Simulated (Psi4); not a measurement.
**BSiN2H5 (SMILES N[SiH]1BN1) at MP2/cc-pV(T+d)Z (density fitting, density fitting for correlation, sweep point 4)**

Aim: the vertical electron affinity of BSiN2H5 at MP2/cc-pV(T+d)Z (density fitting, density fitting for correlation, sweep point 4), from 2 runs. 

Program for the calculation: Psi4 1.11.

## 1. The structure to begin with

BSiN2H5 has 9 atoms, charge 0, and is taken as a singlet. As SMILES, `N[SiH]1BN1`. The coordinates come from a PBE0-D4/def2-TZVP relaxation. This is one conformer, not always the lowest.

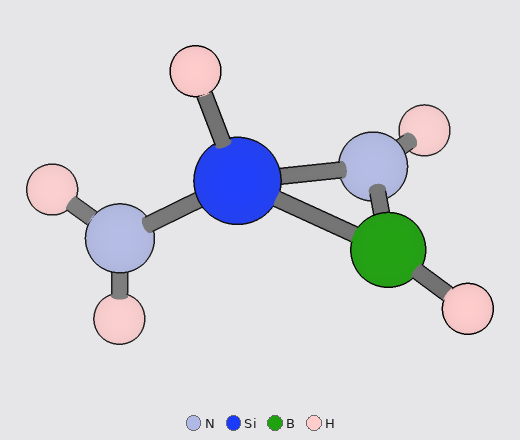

The structure, seen from a chosen angle (nitrogen light blue, silicon blue, boron green, hydrogen pink).

## 2. A single-point energy at MP2/cc-pV(T+d)Z (density fitting, density fitting for correlation, sweep point 4)

Contents of bh5n2si.inp:

```
memory 1.6 GB

molecule {
  N     -1.20526732     3.00107406     0.41233824
  Si     0.48925009     0.33164693     1.00249971
  B     -0.44200694    -3.07231673     0.20824782
  N      1.22926684    -1.83605790    -1.39537377
  H     -0.41819639     4.73055141     0.40232269
  H     -2.95137426     2.98066502    -0.33504844
  H      2.72347329     1.17333095     2.46647054
  H     -1.40085398    -5.10679588     0.21618467
  H      2.14294943    -2.28959217    -3.01014474
  units bohr
  symmetry c1
}

set {
  basis cc-pV(T+d)Z
  puream true
  scf_type df
  num_frozen_docc 8
}

energy("mp2")
```

Command:

```sh
$ psi4 -i bh5n2si.inp -o bh5n2si.out -n 1
```

bh5n2si.out:

```text
[...]
  Running in c1 symmetry.
[...]
  Nuclear repulsion =  149.962674471596983
[...]
  Multiplicity = 1
[...]
  Nalpha       = 19
  Nbeta        = 19
[...]
    Number of basis functions: 199
[...]
   @DF-RHF iter   1:  -425.36081921601163   -6.32048e-01   3.03896e-03 DIIS/ADIIS
[...]
   @DF-RHF iter  12:  -425.52651062726812   -6.19593e-12   2.85779e-09 DIIS
[...]
    Orbital Energies [Eh]
    ---------------------
    Doubly Occupied:
       1A    -68.775743     2A    -15.541654     3A    -15.535088
       4A     -7.589928     5A     -6.119433     6A     -4.226988
       7A     -4.225968     8A     -4.225858     9A     -1.154257
      10A     -1.129435    11A     -0.759356    12A     -0.673367
      13A     -0.656052    14A     -0.596857    15A     -0.530400
      16A     -0.486435    17A     -0.428142    18A     -0.417487
      19A     -0.341057
[...]
  @DF-RHF Final Energy:  -425.52651062726812
   => Energetics <=
    Nuclear Repulsion Energy =            149.9626744715969835
    One-Electron Energy =                -884.1513610069009701
    Two-Electron Energy =                 308.6621759080358629
    Total Energy =                       -425.5265106272681237
[...]
 Multipole Moments:
 ------------------------------------------------------------------------------------
     Multipole            Electronic (a.u.)      Nuclear  (a.u.)        Total (a.u.)
 ------------------------------------------------------------------------------------
 L = 1.  Multiply by 2.5417464519 to convert [e a0] to [Debye]
 Dipole X            :          0.0066183            0.0213621            0.0279805
 Dipole Y            :         -1.9477591            2.4761916            0.5284325
 Dipole Z            :          0.1505670           -0.6704448           -0.5198777
 Magnitude           :                                                    0.7418198
[...]
```

Wall time 12 s (1 thread of Intel Xeon at 2.50GHz (Skylake/Cascade Lake), shared host); peak memory 0.44 GiB.

## 3. The doublet anion, same level

Contents of job.dat:

```
memory 1600 mb

molecule molecule1 {
  -1 2
  N     -1.20526732     3.00107406     0.41233824
  Si     0.48925009     0.33164693     1.00249971
  B     -0.44200694    -3.07231673     0.20824782
  N      1.22926684    -1.83605790    -1.39537377
  H     -0.41819639     4.73055141     0.40232269
  H     -2.95137426     2.98066502    -0.33504844
  H      2.72347329     1.17333095     2.46647054
  H     -1.40085398    -5.10679588     0.21618467
  H      2.14294943    -2.28959217    -3.01014474
  units au
  symmetry c1
}

set globals {
  basis           cc-pV(T+d)Z
  reference       uhf
  puream          true
  scf_type        df
  num_frozen_docc 8
  maxiter         100
}

result, w = energy("mp2", return_wfn=True)
```

Command:

```sh
$ psi4 -i job.dat -o job.out -n 1
```

job.out:

```text
[...]
  Running in c1 symmetry.
[...]
  Nuclear repulsion =  149.962674471596983
[...]
  Multiplicity = 2
[...]
  Nalpha       = 20
  Nbeta        = 19
[...]
    Number of basis functions: 199
[...]
   @DF-UHF iter   1:  -425.13346092708019   -4.04689e-01   3.80118e-03 ADIIS/DIIS
[...]
   @DF-UHF iter  19:  -425.43113826174863   -2.88765e-11   5.65654e-09 DIIS
[...]
   @S^2 Observed:                7.673397800E-01
[...]
    Orbital Energies [Eh]
    ---------------------
    Alpha Occupied:
       1A    -68.570093     2A    -15.364384     3A    -15.301573
       4A     -7.342649     5A     -5.913546     6A     -4.021175
       7A     -4.020530     8A     -4.019521     9A     -0.969231
      10A     -0.924728    11A     -0.545338    12A     -0.499027
      13A     -0.470684    14A     -0.381124    15A     -0.341376
      16A     -0.281703    17A     -0.244681    18A     -0.234645
      19A     -0.124055    20A      0.063947
    Alpha Virtual:
      21A      0.281456    22A      0.311157    23A      0.327533
      24A      0.343402    25A      0.370953    26A      0.385193
[...]
  @DF-UHF Final Energy:  -425.43113826174863
   => Energetics <=
    Nuclear Repulsion Energy =            149.9626744715969835
    One-Electron Energy =                -891.8780399872048292
    Two-Electron Energy =                 316.4842272538592169
    Total Energy =                       -425.4311382617486288
  UHF NO Occupations:
  HONO-2 :   18  A 1.9976147
  HONO-1 :   19  A 1.9947550
[...]
 Multipole Moments:
 ------------------------------------------------------------------------------------
     Multipole            Electronic (a.u.)      Nuclear  (a.u.)        Total (a.u.)
 ------------------------------------------------------------------------------------
 L = 1.  Multiply by 2.5417464519 to convert [e a0] to [Debye]
 Dipole X            :          0.3812705            0.0213621            0.4026326
 Dipole Y            :         -0.1491955            2.4761916            2.3269961
 Dipole Z            :          0.0181718           -0.6704448           -0.6522729
 Magnitude           :                                                    2.4499967
[...]
```

It took 16 s on 1 thread of Intel Xeon at 2.50GHz (Skylake/Cascade Lake), shared host; peak memory 0.44 GiB.

## 4. Outcome

Level: MP2/cc-pV(T+d)Z (density fitting, density fitting for correlation, sweep point 4), 8 core orbitals frozen.

```
                                                                 quantity          value
                                            singlet BSiN2H5: total energy  -426.16501 Eh
                     singlet BSiN2H5: HOMO energy (Hartree–Fock orbitals)       -9.28 eV
                     singlet BSiN2H5: LUMO energy (Hartree–Fock orbitals)        3.20 eV
                   singlet BSiN2H5: HOMO–LUMO gap (Hartree–Fock orbitals)       12.48 eV
             singlet BSiN2H5: correlation energy (8 core orbitals frozen)     -638.5 mEh
                                              doublet anion: total energy  -426.09287 Eh
doublet anion: HOMO energy (Hartree–Fock orbitals) (highest over α and β)        1.74 eV
 doublet anion: LUMO energy (Hartree–Fock orbitals) (lowest over α and β)        7.65 eV
               doublet anion: correlation energy (8 core orbitals frozen)     -661.7 mEh
                         doublet anion: ⟨S²⟩ of the reference determinant          0.767
                        vertical electron affinity (to the doublet anion)      -1.963 eV
```

In words: The anion lies 1.96 eV (45 kcal/mol) above the neutral: the electron isn't bound at this level, and such a value depends on the basis. The HOMO (doublet anion) lies at positive energy, 1.74 eV: the electron is unbound at this level or held by a compact basis; values depend on the basis.
